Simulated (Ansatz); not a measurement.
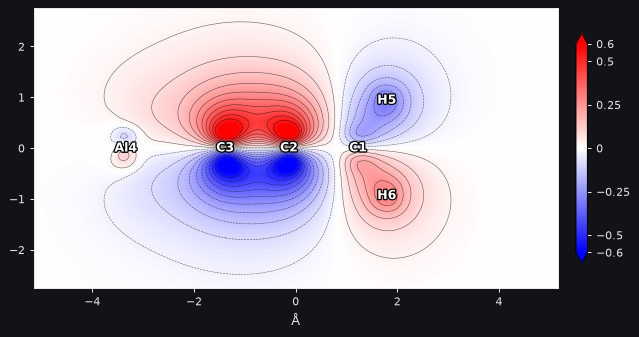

Figure. C₃H₂Al (SMILES [CH2]C#[C][Al]) (doublet). The HOMO−1 (β) on the molecular plane (values in Å⁻³ᐟ²; the overall sign is arbitrary).

Geometry: PBE0-D3(BJ)/def2-SVP.

All numbers below come from Ansatz 0.2.0, isolated molecule in a Gaussian basis; Kohn-Sham density functional theory, functional PBE0.

```xyz
6

C    -1.2831   -1.2494   -0.6337
C    -1.2737    0.0975   -0.8175
C    -1.2651    1.3416   -0.9872
Al   -1.2515    3.2861   -1.2526
H    -0.3809   -1.7799   -0.3152
H    -2.1929   -1.8335   -0.8000
```

**Where does this orbital lie, and at what energy?**

By Hirshfeld shares it lies mainly on C3 (about 45 %), C2 (about 35 %) and C1 (about 5 %); it is symmetric in the molecular plane (an in-plane orbital: σ, lone-pair or in-plane π type). Its energy is −7.82 eV.
